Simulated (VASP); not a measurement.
Band structure of BaCa₃O₄ (ordered alloy cell). Level of theory: PBEsol GGA, VASP's PBE PAW potentials (set 64) (plane waves; VASP).

Unless said otherwise, spin-orbit coupling is left out, though it shifts the bands of the heavy elements here.

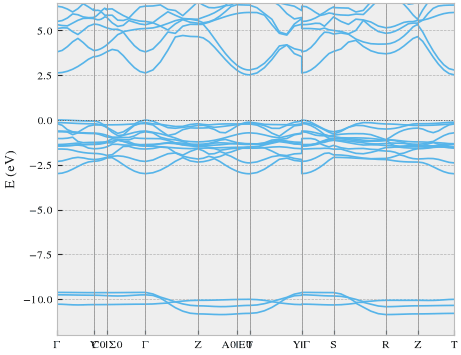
*Bands along high-symmetry lines, zero at the valence-band maximum or, without a gap, the Fermi level*

Task: Read the plot: is there a gap, and where are the band edges?

Result: The gap is indirect, 2.52 eV, from the valence maximum at Γ to the conduction minimum at T. (Edges off the drawn lines would not show.)

The structure was generated: BaCa3O4 was put into an ordered model structure (Cmmm), which need not be its known phase. It was relaxed first.
